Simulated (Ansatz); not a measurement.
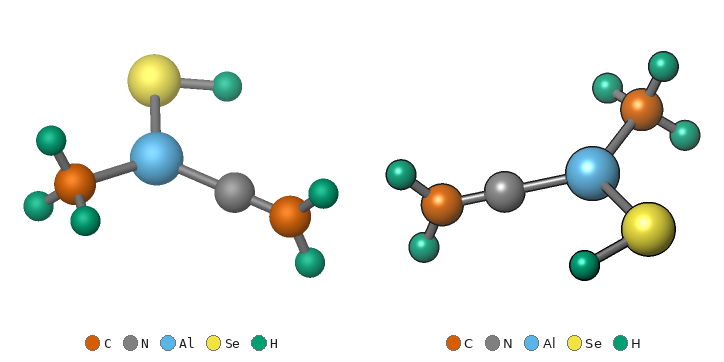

Both panels show the same species.

The geometry was computed by an optimisation with PBE0-D4/def2-TZVP. No frequency run is at hand to confirm it as a minimum.

Description:

Formula C2H6AlNSe. As SMILES it reads `C=[N][Al]([CH3])[SeH]`. Among its groups: imine. The point group is Cs. Coordination: 1 C trigonal planar; 1 N linear; 1 Al trigonal planar; 1 C tetrahedral; 1 Se bent.

The parts below concern this one geometry. Atoms keep their numbers from picture to picture.

Levels of theory compared

No frequency run is at hand to confirm it as a minimum. Program: Ansatz 0.2.0.

Tabulate HOMO energy (eV), HOMO–LUMO gap (eV) at these levels: B3LYP-D4/def2-TZVPP; PBE-D4/def2-TZVPP; PBE0-D4/def2-TZVPP; r2SCAN-D4/def2-TZVPP; ωB97M-V/def2-TZVPP; ωB97X-V/def2-TZVPP.

```tsv
level	HOMO energy (eV)	HOMO–LUMO gap (eV)
B3LYP-D4/def2-TZVPP	−6.33	5.08
PBE-D4/def2-TZVPP	−5.30	3.18
PBE0-D4/def2-TZVPP	−6.54	5.53
r2SCAN-D4/def2-TZVPP	−5.55	3.65
ωB97M-V/def2-TZVPP	−8.76	9.94
ωB97X-V/def2-TZVPP	−8.87	10.18
```

Dipole moment

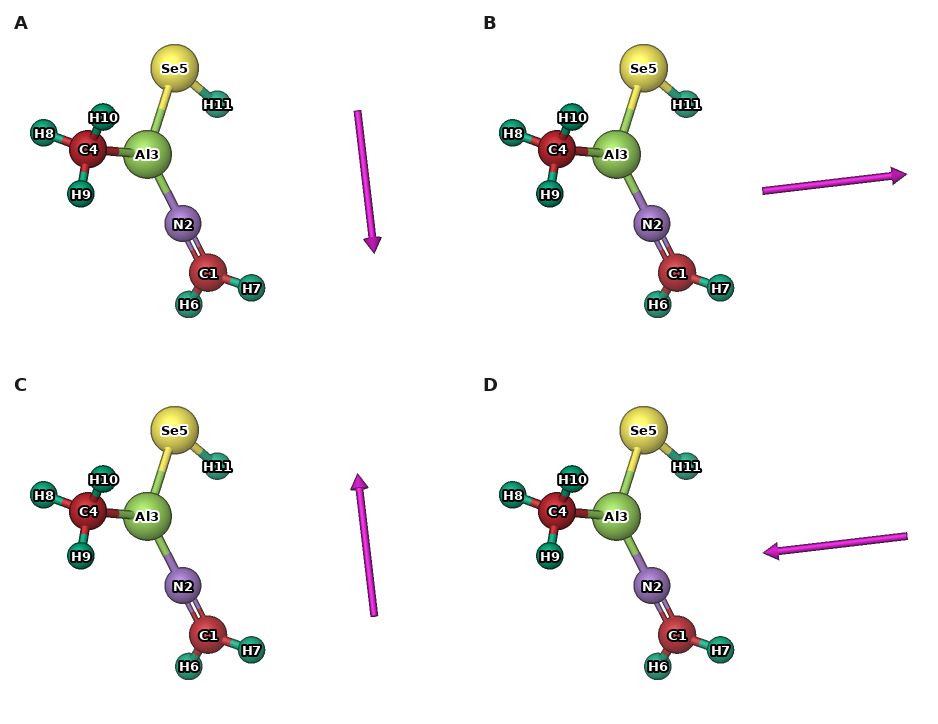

The same molecule four times, each with an arrow. No frequency run is at hand to confirm it as a minimum. Method: RKS r2SCAN-D4/def2-TZVPP (Ansatz 0.2.0).

Which arrow points along the dipole moment, from the negative to the positive end?

A. The dipole moment is 2.19 D; it points from the side of Se5 to the side of H6, H7 (the outermost atoms at the two ends).

Charges

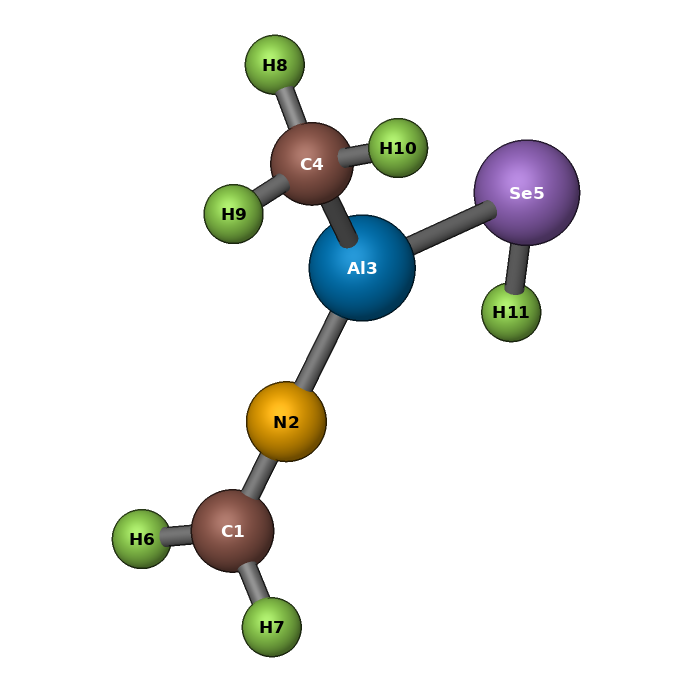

The questions are on Mulliken charges. No frequency run is at hand to confirm it as a minimum. Level of theory: RKS r2SCAN-D4/def2-TZVPP (Ansatz 0.2.0).

Which atom carries the highest charge (most positive or least negative)?

Al3 (0.52 e).

And the lowest?

C4 (−0.39 e).

Give the Mulliken charges atom by atom.

| atom | value (e) |
| --- | --- |
| C1 | 0.05 |
| N2 | −0.35 |
| Al3 | 0.52 |
| C4 | −0.39 |
| Se5 | −0.25 |
| H6 | 0.07 |
| H7 | 0.07 |
| H8 | 0.07 |
| H9 | 0.07 |
| H10 | 0.07 |
| H11 | 0.06 |

Mulliken values depend strongly on the basis set and can even reverse the polarity of a bond.
